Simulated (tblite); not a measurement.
## Geometry relaxation, with input and output: C8H14N2Si (part 2 of 2)

C8H14N2Si; GFN2-xTB geometry optimisation, gas phase (tblite 0.8.0). 

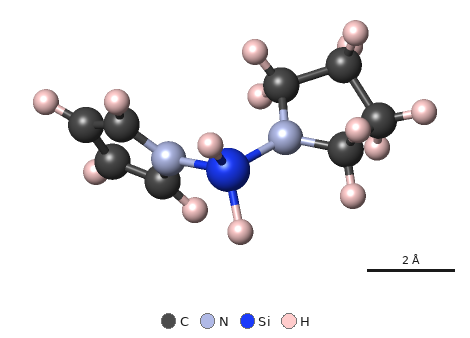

Figure 1. The geometry at step 108 of the log (ball-and-stick view, seen at a tilt).

Trajectory as extended XYZ, continued
```
25
Properties=species:S:1:pos:R:3:forces:R:3 step=67 energy=-868.06069
C     3.4729   -0.4000    0.8464    0.0000   0.0050   0.0030
C     3.5577    1.0106    0.7713   -0.0050   0.0010  -0.0040
C     2.5426    1.4232   -0.0371    0.0070  -0.0090  -0.0020
N     1.8300    0.3394   -0.4674    0.0060   0.0030   0.0010
Si    0.4407    0.3455   -1.5282    0.0000  -0.0070   0.0330
N    -0.9142   -0.0614   -0.5748   -0.0210  -0.0050   0.0000
C    -1.1036    0.3097    0.8248    0.0050   0.0030  -0.0070
C    -2.5644   -0.0241    1.1411    0.0170   0.0000  -0.0010
C    -2.9044   -1.0855    0.0986    0.0000  -0.0020  -0.0060
C    -2.1600   -0.5567   -1.1214   -0.0170  -0.0100  -0.0020
C     2.4089   -0.7708    0.0816   -0.0010   0.0100  -0.0050
H     4.1261   -1.0502    1.3963   -0.0100   0.0110   0.0040
H     4.2844    1.6339    1.2561   -0.0030  -0.0130   0.0050
H     2.2630    2.4121   -0.3453    0.0160  -0.0200   0.0050
H     0.6007   -0.7050   -2.5319    0.0050  -0.0030  -0.0210
H     0.4518    1.6887   -2.1238   -0.0140   0.0150  -0.0150
H    -0.4201   -0.2778    1.4478    0.0010   0.0090  -0.0080
H    -0.8859    1.3675    0.9961    0.0070  -0.0020  -0.0030
H    -3.1936    0.8544    0.9893    0.0070  -0.0060   0.0100
H    -2.6930   -0.3722    2.1639   -0.0020  -0.0060  -0.0060
H    -3.9735   -1.1936   -0.0725    0.0000   0.0070   0.0080
H    -2.4885   -2.0491    0.3942   -0.0160  -0.0030   0.0040
H    -1.9635   -1.3203   -1.8751    0.0010   0.0090  -0.0020
H    -2.7361    0.2515   -1.5953    0.0080  -0.0090  -0.0020
H     2.0110   -1.7455   -0.1257    0.0100   0.0220   0.0070
25
Properties=species:S:1:pos:R:3:forces:R:3 step=81 energy=-868.06307
C     3.4156   -0.3943    0.8869   -0.0010   0.0060  -0.0030
C     3.5261    1.0125    0.7881    0.0070   0.0020   0.0010
C     2.5450    1.4258   -0.0605    0.0040   0.0020  -0.0030
N     1.8276    0.3466   -0.4937   -0.0060   0.0010  -0.0030
Si    0.4385    0.3584   -1.5574   -0.0100   0.0040  -0.0260
N    -0.9138   -0.0476   -0.5995    0.0120  -0.0090  -0.0010
C    -1.0661    0.2918    0.8119   -0.0150   0.0000   0.0010
C    -2.5222   -0.0335    1.1530   -0.0110  -0.0090  -0.0030
C    -2.8917   -1.0823    0.1069   -0.0010  -0.0070   0.0160
C    -2.1640   -0.5556   -1.1242    0.0060  -0.0040   0.0020
C     2.3711   -0.7618    0.0942   -0.0010  -0.0020  -0.0010
H     4.0402   -1.0424    1.4715   -0.0140   0.0020  -0.0040
H     4.2476    1.6307    1.2860    0.0020   0.0070   0.0030
H     2.2952    2.4125   -0.3969   -0.0010   0.0080  -0.0030
H     0.6042   -0.6809   -2.5755   -0.0020   0.0120   0.0220
H     0.4322    1.7054   -2.1513    0.0130  -0.0240   0.0230
H    -0.3751   -0.3182    1.4048   -0.0080   0.0150   0.0070
H    -0.8328    1.3428    1.0017    0.0130  -0.0030   0.0000
H    -3.1486    0.8506    1.0233    0.0160  -0.0010   0.0030
H    -2.6354   -0.3918    2.1745    0.0060  -0.0050  -0.0110
H    -3.9650   -1.1761   -0.0453    0.0030   0.0070   0.0030
H    -2.4852   -2.0532    0.3901   -0.0020  -0.0140   0.0050
H    -1.9695   -1.3230   -1.8742   -0.0140  -0.0060  -0.0180
H    -2.7532    0.2427   -1.5976    0.0180   0.0180  -0.0050
H     1.9683   -1.7347   -0.1078   -0.0150  -0.0010  -0.0030
25
Properties=species:S:1:pos:R:3:forces:R:3 step=94 energy=-868.06447
C     3.3797   -0.3874    0.9074   -0.0040  -0.0010  -0.0010
C     3.5103    1.0167    0.7941   -0.0030   0.0000  -0.0040
C     2.5493    1.4320   -0.0769   -0.0010  -0.0010  -0.0010
N     1.8258    0.3563   -0.5093    0.0020  -0.0020   0.0040
Si    0.4374    0.3627   -1.5734    0.0020  -0.0050   0.0150
N    -0.9018   -0.0690   -0.6076   -0.0050   0.0000   0.0020
C    -1.0441    0.2767    0.8039    0.0070  -0.0010  -0.0040
C    -2.4976   -0.0436    1.1590    0.0070   0.0010   0.0000
C    -2.8884   -1.0814    0.1102    0.0040  -0.0020  -0.0100
C    -2.1625   -0.5593   -1.1250   -0.0010   0.0010  -0.0020
C     2.3448   -0.7515    0.1007   -0.0020   0.0010   0.0030
H     3.9827   -1.0375    1.5116    0.0020   0.0030   0.0010
H     4.2291    1.6326    1.2993   -0.0010  -0.0020  -0.0070
H     2.3180    2.4182   -0.4286   -0.0010  -0.0040  -0.0020
H     0.6036   -0.6716   -2.5938    0.0020   0.0000  -0.0090
H     0.4315    1.7148   -2.1500   -0.0090   0.0040  -0.0060
H    -0.3492   -0.3314    1.3936   -0.0020   0.0010   0.0030
H    -0.8042    1.3274    0.9879   -0.0040  -0.0010   0.0020
H    -3.1188    0.8460    1.0467    0.0000   0.0030   0.0010
H    -2.5980   -0.4118    2.1777   -0.0060  -0.0010   0.0060
H    -3.9643   -1.1573   -0.0335    0.0020   0.0020  -0.0060
H    -2.4958   -2.0604    0.3859    0.0030  -0.0030  -0.0020
H    -1.9860   -1.3265   -1.8805    0.0000   0.0050   0.0020
H    -2.7428    0.2497   -1.5917    0.0070   0.0030   0.0060
H     1.9304   -1.7204   -0.0982    0.0000   0.0000   0.0060
25
Properties=species:S:1:pos:R:3:forces:R:3 step=108 energy=-868.06481
C     3.3694   -0.3844    0.9154    0.0010   0.0020   0.0000
C     3.5067    1.0181    0.7916    0.0030   0.0030   0.0000
C     2.5499    1.4312   -0.0847    0.0000   0.0000  -0.0040
N     1.8230    0.3558   -0.5107    0.0000   0.0000  -0.0030
Si    0.4370    0.3619   -1.5769    0.0000   0.0000   0.0000
N    -0.8957   -0.0773   -0.6063   -0.0020   0.0050  -0.0010
C    -1.0366    0.2702    0.8049   -0.0070  -0.0010   0.0040
C    -2.4907   -0.0485    1.1605   -0.0050  -0.0040   0.0020
C    -2.8857   -1.0815    0.1080    0.0000   0.0010   0.0020
C    -2.1600   -0.5552   -1.1249    0.0000  -0.0010   0.0000
C     2.3349   -0.7498    0.1090   -0.0010  -0.0020   0.0000
H     3.9682   -1.0324    1.5260    0.0010   0.0020   0.0020
H     4.2271    1.6344    1.2933    0.0070   0.0030   0.0010
H     2.3226    2.4153   -0.4446    0.0040   0.0030  -0.0020
H     0.6061   -0.6659   -2.6041   -0.0010   0.0000   0.0040
H     0.4185    1.7149   -2.1527    0.0060  -0.0020   0.0040
H    -0.3415   -0.3364    1.3959   -0.0030  -0.0070  -0.0040
H    -0.7975    1.3211    0.9890    0.0000   0.0010  -0.0050
H    -3.1099    0.8432    1.0518    0.0030  -0.0030   0.0020
H    -2.5918   -0.4196    2.1783   -0.0020  -0.0020   0.0000
H    -3.9619   -1.1542   -0.0357    0.0030   0.0010   0.0020
H    -2.4947   -2.0626    0.3792   -0.0010   0.0030  -0.0050
H    -1.9891   -1.3174   -1.8864   -0.0020   0.0010  -0.0030
H    -2.7355    0.2616   -1.5839   -0.0020  -0.0010   0.0020
H     1.9163   -1.7182   -0.0828   -0.0030  -0.0030   0.0030
25
Properties=species:S:1:pos:R:3:forces:R:3 step=121 energy=-868.06624
C     3.3642   -0.3557    0.9495   -0.0060   0.0030   0.0020
C     3.5379    1.0343    0.7530   -0.0060   0.0030  -0.0010
C     2.5868    1.4269   -0.1384    0.0060   0.0010   0.0030
N     1.8280    0.3511   -0.5044   -0.0040   0.0030   0.0030
Si    0.4399    0.3560   -1.5671   -0.0310  -0.0060   0.0170
N    -0.8986   -0.0831   -0.6039   -0.0230   0.0130   0.0160
C    -1.0387    0.2377    0.8141    0.0080  -0.0040   0.0050
C    -2.4929   -0.0867    1.1678    0.0150  -0.0060  -0.0070
C    -2.8983   -1.0828    0.0841    0.0000   0.0060  -0.0200
C    -2.1726   -0.5213   -1.1336    0.0000  -0.0060  -0.0010
C     2.3150   -0.7347    0.1682    0.0060   0.0040   0.0060
H     3.9487   -0.9857    1.5916    0.0040  -0.0080   0.0000
H     4.2749    1.6583    1.2199    0.0150  -0.0050   0.0000
H     2.3853    2.3966   -0.5484   -0.0020   0.0100  -0.0020
H     0.6019   -0.6670   -2.5994    0.0080  -0.0080  -0.0110
H     0.4196    1.7139   -2.1286    0.0110   0.0100  -0.0210
H    -0.3443   -0.3821    1.3913    0.0080   0.0010   0.0020
H    -0.7967    1.2847    1.0174   -0.0080  -0.0060   0.0020
H    -3.1088    0.8111    1.0942    0.0030  -0.0140  -0.0010
H    -2.5886   -0.4927    2.1728   -0.0020   0.0050  -0.0010
H    -3.9754   -1.1425   -0.0575   -0.0020  -0.0040  -0.0010
H    -2.5126   -2.0756    0.3191   -0.0080   0.0170   0.0050
H    -2.0174   -1.2561   -1.9247    0.0010   0.0000   0.0010
H    -2.7400    0.3206   -1.5577    0.0170  -0.0110   0.0110
H     1.8716   -1.7012    0.0296   -0.0090   0.0020  -0.0040
25
Properties=species:S:1:pos:R:3:forces:R:3 step=135 energy=-868.06724
C     3.3570   -0.3377    0.9673    0.0000   0.0000   0.0030
C     3.5594    1.0416    0.7271    0.0000   0.0050   0.0000
C     2.6084    1.4285   -0.1669   -0.0010  -0.0010  -0.0090
N     1.8227    0.3591   -0.4932   -0.0050   0.0010  -0.0040
Si    0.4387    0.3568   -1.5619    0.0080  -0.0030   0.0040
N    -0.9011   -0.0766   -0.5984   -0.0050   0.0130  -0.0070
C    -1.0396    0.2170    0.8251   -0.0070  -0.0030   0.0080
C    -2.4934   -0.1139    1.1728   -0.0150  -0.0030   0.0000
C    -2.9044   -1.0843    0.0680   -0.0090  -0.0040   0.0070
C    -2.1757   -0.5012   -1.1369   -0.0050  -0.0050   0.0020
C     2.2927   -0.7166    0.2072   -0.0020  -0.0010  -0.0070
H     3.9335   -0.9616    1.6229    0.0030  -0.0030  -0.0020
H     4.3171    1.6609    1.1664    0.0060   0.0000   0.0030
H     2.4231    2.3891   -0.6059    0.0070   0.0000   0.0090
H     0.6056   -0.6716   -2.5905    0.0010  -0.0040   0.0080
H     0.4325    1.7068   -2.1454   -0.0120  -0.0020   0.0050
H    -0.3447   -0.4124    1.3901    0.0140  -0.0040   0.0090
H    -0.8012    1.2601    1.0500    0.0100   0.0060  -0.0070
H    -3.1083    0.7855    1.1190    0.0010   0.0030  -0.0010
H    -2.5913   -0.5400    2.1694    0.0100  -0.0030  -0.0050
H    -3.9819   -1.1345   -0.0733   -0.0050   0.0020  -0.0090
H    -2.5273   -2.0844    0.2832    0.0100   0.0040   0.0000
H    -2.0225   -1.2199   -1.9427    0.0020  -0.0030  -0.0040
H    -2.7395    0.3512   -1.5429    0.0040   0.0000  -0.0040
H     1.8293   -1.6777    0.0983   -0.0100   0.0060   0.0020
25
Properties=species:S:1:pos:R:3:forces:R:3 step=149 energy=-868.06765
C     3.3578   -0.3317    0.9703    0.0000  -0.0010   0.0000
C     3.5737    1.0429    0.7145   -0.0010  -0.0020  -0.0010
C     2.6208    1.4313   -0.1771    0.0000  -0.0010   0.0000
N     1.8209    0.3676   -0.4864   -0.0010   0.0010   0.0000
Si    0.4388    0.3561   -1.5566   -0.0020   0.0020   0.0000
N    -0.9035   -0.0733   -0.5953    0.0000   0.0000   0.0010
C    -1.0433    0.2104    0.8300    0.0020   0.0000  -0.0010
C    -2.4974   -0.1246    1.1743    0.0020   0.0010   0.0000
C    -2.9092   -1.0841    0.0603    0.0000  -0.0010  -0.0010
C    -2.1767   -0.4946   -1.1392    0.0000   0.0000  -0.0010
C     2.2839   -0.7063    0.2215   -0.0010   0.0020   0.0010
H     3.9326   -0.9557    1.6270    0.0010  -0.0010   0.0010
H     4.3416    1.6578    1.1428    0.0000  -0.0010  -0.0020
H     2.4430    2.3903   -0.6221    0.0020  -0.0010  -0.0010
H     0.6126   -0.6817   -2.5750    0.0010   0.0030   0.0000
H     0.4234    1.7021   -2.1483    0.0000   0.0010   0.0010
H    -0.3471   -0.4211    1.3919   -0.0010   0.0010   0.0010
H    -0.8051    1.2527    1.0601   -0.0010  -0.0010  -0.0010
H    -3.1122    0.7755    1.1317   -0.0010   0.0010  -0.0010
H    -2.5923   -0.5624    2.1659   -0.0020   0.0010   0.0010
H    -3.9864   -1.1305   -0.0849   -0.0020   0.0000   0.0010
H    -2.5338   -2.0863    0.2683    0.0020  -0.0020   0.0000
H    -2.0214   -1.2090   -1.9486    0.0000  -0.0020   0.0000
H    -2.7376    0.3605   -1.5432   -0.0020   0.0000   0.0000
H     1.8060   -1.6617    0.1274    0.0020   0.0010   0.0000
```

Results in brief

```tsv
quantity	value
outcome	converged
total energy	−868.0676 eV
hardware	1 CPU thread, shared host
wall time	1.8 s
peak memory	0.2 GiB
```
